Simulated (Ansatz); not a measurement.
# UB3LYP/6-31G(d) (Cartesian functions) run of GaNH3 (SMILES [NH2][GaH])

What is the vertical ionisation energy of GaNH3 at UB3LYP/6-31G* (Cartesian functions)? 

Program for the calculation: Ansatz 0.2.0.

55 further runs of the same task are left out: 55 set aside as unsound or not needed.

## (1) The system as given

GaNH3 has 5 atoms, charge 0, and is taken as a doublet. SMILES: `[NH2][GaH]`. The coordinates come from a PBE0-D4/def2-TZVP relaxation. This is one conformer, not always the lowest.

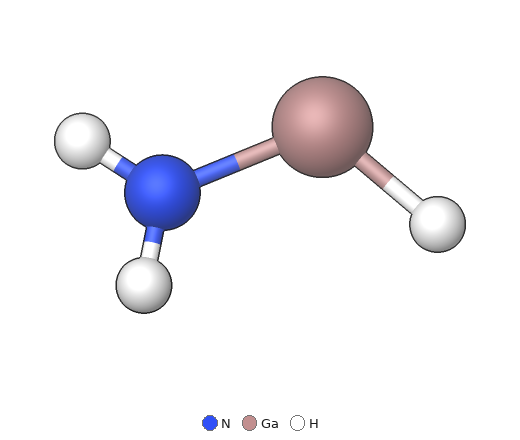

The structure, seen from a chosen angle (nitrogen blue, gallium pink, hydrogen white).

## (2) A single-point energy at UB3LYP/6-31G(d) (Cartesian functions)

molecule.yaml reads:

```yaml
basis:
  gaussian: {orbitals: "6-31G*"}
crystal:
  periodic: [false, false, false]
  atoms:
    - {symbol: "N", position_ang: [-0.211900, -0.684000, 0.064700]}
    - {symbol: Ga, position_ang: [0.815500, 0.782900, 0.417000]}
    - {symbol: H, position_ang: [-0.946800, -0.701300, -0.625100]}
    - {symbol: H, position_ang: [-0.115200, -1.569300, 0.532000]}
    - {symbol: H, position_ang: [0.508200, 2.097900, -0.430100]}
output: {orbitals: {seedname: orbitals}}
accuracy: high
magnetization: {spin_polarized: true, initial_magnetization: 1}
hamiltonian: {xc: {name: B3LYP}}
```

Started as:

```sh
$ ansatz run molecule.yaml --threads 1 --pin off --max-ram 3480MiB --events-out events.jsonl --progress --plain --runs-dir runs
```

The program printed:

```text
Warning: RAYON_NUM_THREADS=1 ignored (pool sized by the plan → 1); use --threads N
Functional definition: B3LYP
  name "B3LYP"
  parameter a0 = 0.2
  parameter ax = 0.72
  parameter ac = 0.81
  exchange = (1 - a0 - ax)*slater_x + ax*b88_x + a0*exact_x
  correlation = (1 - ac)*vwn_rpa_c + ac*lyp_c
1079 factors; integrals over basis functions are off by at most 4.1e-9 eV
mean field evaluation 1: about -53902.2802 eV, gradient 4.4e1 eV
mean field evaluation 2: about -53862.0397 eV, gradient 8.4e1 eV
mean field evaluation 4: about -53909.7656 eV, gradient 3.1e0 eV
mean field evaluation 8: about -53909.8558 eV, gradient 3.8e-1 eV
mean field evaluation 16: about -53909.8566 eV, gradient 1.1e-4 eV
mean field -53909.85663908 eV, -1981.1506900729 hartree, gradient 6.7e-8 eV, S^2 0.752740; 0 other end points of the search recorded, 0 dependent functions left out
reference -53909.85667300 eV, -1981.1506913195 hartree; 21, 20 occupied and 35, 36 virtual orbitals, 1079 factors
Total energy: -53909.85667300 eV, -1981.1506913195 hartree
```

Wall time 5.7 s (1 thread of Arm Neoverse V1, shared host); peak memory 0.21 GiB.

## (3) The singlet cation, same level

molecule.yaml reads:

```yaml
basis:
  gaussian:
    orbitals: "6-31G*"
crystal:
  periodic: [false, false, false]
  atoms:
    - symbol: N
      position_ang: [-0.211900, -0.684000, 0.064700]
    - symbol: Ga
      position_ang: [0.815500, 0.782900, 0.417000]
    - symbol: H
      position_ang: [-0.946800, -0.701300, -0.625100]
    - symbol: H
      position_ang: [-0.115200, -1.569300, 0.532000]
    - symbol: H
      position_ang: [0.508200, 2.097900, -0.430100]
hamiltonian:
  xc: {name: B3LYP}
accuracy: high
total_charge: 1
output:
  orbitals: {seedname: orbitals}
```

Started as:

```sh
$ ansatz run molecule.yaml --threads 1 --pin off --max-ram 3480MiB --events-out events.jsonl --progress --plain --runs-dir runs
```

The program printed:

```text
Warning: RAYON_NUM_THREADS=1 ignored (pool sized by the plan → 1); use --threads N
Functional definition: B3LYP
  name "B3LYP"
  parameter a0 = 0.2
  parameter ax = 0.72
  parameter ac = 0.81
  exchange = (1 - a0 - ax)*slater_x + ax*b88_x + a0*exact_x
  correlation = (1 - ac)*vwn_rpa_c + ac*lyp_c
1079 factors; integrals over basis functions are off by at most 4.1e-9 eV
mean field evaluation 1: about -53881.4763 eV, gradient 9.8e1 eV
mean field evaluation 2: about -53786.7957 eV, gradient 1.6e2 eV
mean field evaluation 4: about -53901.6852 eV, gradient 7.9e0 eV
mean field evaluation 8: about -53901.8500 eV, gradient 7.0e-1 eV
mean field evaluation 16: about -53901.8514 eV, gradient 5.8e-5 eV
mean field -53901.85140075 eV, -1980.8565029903 hartree, gradient 5.6e-8 eV, S^2 0.000000; 0 other end points of the search recorded, 0 dependent functions left out
reference -53901.85143504 eV, -1980.8565042504 hartree; 20, 20 occupied and 36, 36 virtual orbitals, 1079 factors
Total energy: -53901.85143504 eV, -1980.8565042504 hartree
```

It took 3.3 s on 1 thread of Arm Neoverse V1, shared host; peak memory 0.15 GiB.

## (4) Summary of results

Level: UB3LYP/6-31G* (Cartesian functions).

| quantity | value |
| --- | --- |
| doublet GaNH3: total energy | -1981.15069 Eh |
| doublet GaNH3: HOMO energy (highest over α and β) | -5.32 eV |
| doublet GaNH3: LUMO energy (lowest over α and β) | -2.68 eV |
| doublet GaNH3: ⟨S²⟩ | 0.753 |
| singlet cation: total energy | -1980.85650 Eh |
| singlet cation: HOMO energy | -13.18 eV |
| singlet cation: LUMO energy | -10.65 eV |
| singlet cation: HOMO–LUMO gap | 2.53 eV |
| vertical ionisation energy (to the singlet cation) | 8.005 eV |

The vertical ionisation energy comes to 8.01 eV (185 kcal/mol). Only the singlet of the ionised species was computed; a triplet could lie lower.
